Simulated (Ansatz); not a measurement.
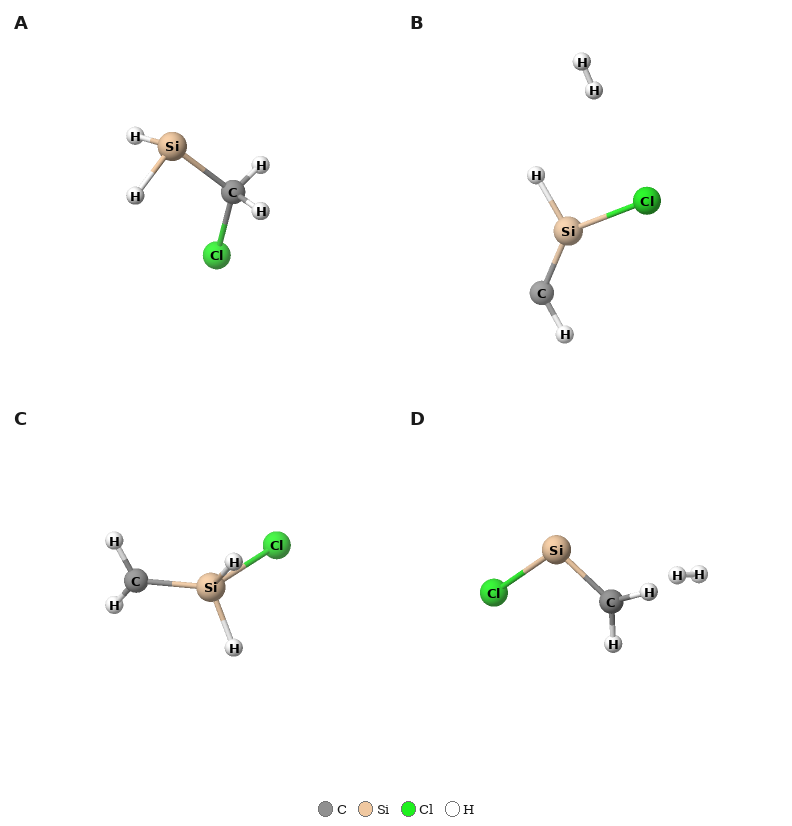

4 stationary structures of one formula. The species has charge −1 and is a spin singlet. Geometries: PBE0-D4/def2-TZVPD. Electronic energies: B3LYP-D4/def2-TZVPPD (Ansatz 0.2.0), without zero-point energy. No frequency run is at hand to confirm each as a minimum. Each is one conformer, not always the lowest.

Which structure is the most stable?

C is lowest (Cs); D lies 0.914 eV above it (C1), A lies 1.329 eV above it (Cs), B lies 2.691 eV above it (C1).
